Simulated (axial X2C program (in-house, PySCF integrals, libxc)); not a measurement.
# Linear ClTeCl at several levels

Aim: the two bond lengths and stretching wavenumbers of linear ClTeCl, with and without spin–orbit coupling, at PBE0, HF, B3LYP, MP2.

Computed with an in-house X2C program for linear molecules on PySCF integrals. Level: all-electron X2C, two-component (2c) or spin-free, Cl dyall-av3z, Te dyall-v3z.

All values are calculated.

2 further runs of the same task are left out: 2 set aside as unsound or not needed.

## 1. Set-up

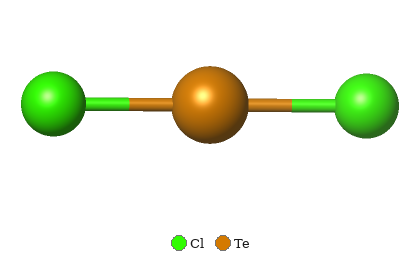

The atoms on one line, bonds 2.350 and 2.350 Å (chlorine green, tellurium orange).

task.json reads:

```json
{"zs": [17, 52, 17], "q": 0, "bas": ["dyall-av3z", "dyall-v3z", "dyall-av3z"], "r0": [2.35, 2.35], "symm": 1, "scan": ["PBE0", "HF", "B3LYP"], "levels": ["PBE0", "HF", "LDA"], "nst": 2}
```

Keys: zs atomic numbers; q charge; bas basis sets; r0 starting distance in Å; symm equal bonds; scan levels of the two-bond scan (MP2 follows by itself at each HF point); levels methods; nst determinants followed.

The run is started by

```
python solin.py task.json out
```

Masses Cl 34.969, Te 129.906, Cl 34.969 u.

## 2. Scan at PBE0, 2c

State: Ω = 1 (beyond evenly filled blocks: ω = -1/2, ω = 3/2). Energies above the lowest point, from the job's result record:

```
r(Cl–Te) (Å)  r(Te–Cl) (Å)  E (meV)
      2.3839        2.3839    46.78
      2.3839        2.4450    18.92
      2.3839        2.5061    30.49
      2.4450        2.3839    18.92
      2.4450        2.4450     0.00
      2.4450        2.5061    19.81
      2.4450        2.5673    69.82
      2.5061        2.3839    30.49
      2.5061        2.4450    19.81
      2.5061        2.5061    47.19
      2.5673        2.4450    69.82
      2.5673        2.5673   167.50
```

A quadratic surface with cubic terms in each bond gives the minimum at 2.443 and 2.443 Å, force constants 1.66, 1.66 and coupling 0.32 mdyn/Å.

## 3. Scan at HF, 2c

State: Ω = 1 (beyond evenly filled blocks: ω = -1/2, ω = 3/2). Energies above the lowest point, from the job's result record:

```
r(Cl–Te) (Å)  r(Te–Cl) (Å)  E (meV)
      2.3839        2.3839    81.44
      2.3839        2.4450    34.54
      2.3839        2.5061    27.93
      2.4450        2.3839    34.54
      2.4450        2.4450     0.00
      2.4450        2.5061     4.93
      2.4450        2.5673    40.75
      2.5061        2.3839    27.93
      2.5061        2.4450     4.93
      2.5061        2.5061    20.64
      2.5673        2.4450    40.75
      2.5673        2.5673   121.70
```

A quadratic surface with cubic terms in each bond gives the minimum at 2.462 and 2.462 Å, force constants 1.57, 1.57 and coupling 0.46 mdyn/Å.

## 4. Scan at B3LYP, 2c

State: Ω = 1 (beyond evenly filled blocks: ω = -1/2, ω = 3/2). Energies above the lowest point, from the job's result record:

```
r(Cl–Te) (Å)  r(Te–Cl) (Å)  E (meV)
      2.3839        2.3839    97.06
      2.3839        2.4450    45.54
      2.3839        2.5061    34.41
      2.4450        2.3839    45.54
      2.4450        2.4450     2.92
      2.4450        2.5061     0.00
      2.4450        2.5673    28.22
      2.5061        2.3839    34.41
      2.5061        2.4450     0.00
      2.5061        2.5061     4.63
      2.5673        2.4450    28.22
      2.5673        2.5673    81.37
```

A quadratic surface with cubic terms in each bond gives the minimum at 2.474 and 2.474 Å, force constants 1.51, 1.51 and coupling 0.32 mdyn/Å.

## 5. Comparison

| level | r(Cl–Te) (Å) | r(Te–Cl) (Å) | lower stretch (cm⁻¹) | upper stretch (cm⁻¹) |
| --- | --- | --- | --- | --- |
| PBE0, 2c | 2.443 | 2.443 | 310.0 | 315.2 |
| HF, 2c | 2.462 | 2.462 | 287.9 | 314.1 |
| B3LYP, 2c | 2.474 | 2.474 | 297.9 | 298.5 |
| MP2, 2c | 2.432 | 2.432 | 318.4 | 337.2 |
| PBE0, spin-free | 2.440 | 2.440 | 311.3 | 316.5 |
| HF, spin-free | 2.460 | 2.460 | 288.1 | 314.9 |
| B3LYP, spin-free | 2.471 | 2.471 | 299.9 | 300.4 |
| MP2, spin-free | 2.430 | 2.430 | 319.0 | 337.6 |

Scans not shown above were run alike.

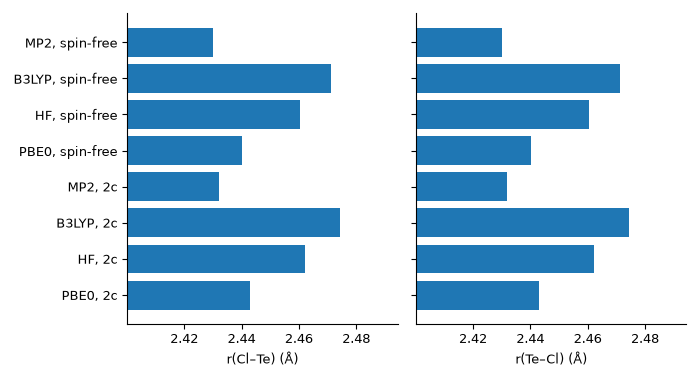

The two bond lengths by level.

**Reading.** Over the levels the Cl–Te bond spans 2.430 to 2.474 Å and the Te–Cl bond 2.430 to 2.474 Å. At PBE0 going from spin-free to two-component moves the bonds by +0.003 and +0.003 Å. Each state is one determinant, the lowest of a limited PBE0 search; the stretches come from a fit to few points and are good to some per cent at best. The stretches are sorted by size, and where the two bonds are alike the symmetric and antisymmetric modes can swap order between levels. MP2 freezes inner shells (threshold -2 hartree). The molecule was held linear; bending was not examined, so a bent shape may lie lower. Open-shell Ω = 0 determinants with evenly filled partner blocks cannot be reached by this program, so the Ω shown need not be the lowest component. Note: several unpaired electrons, one determinant need not be a pure state.
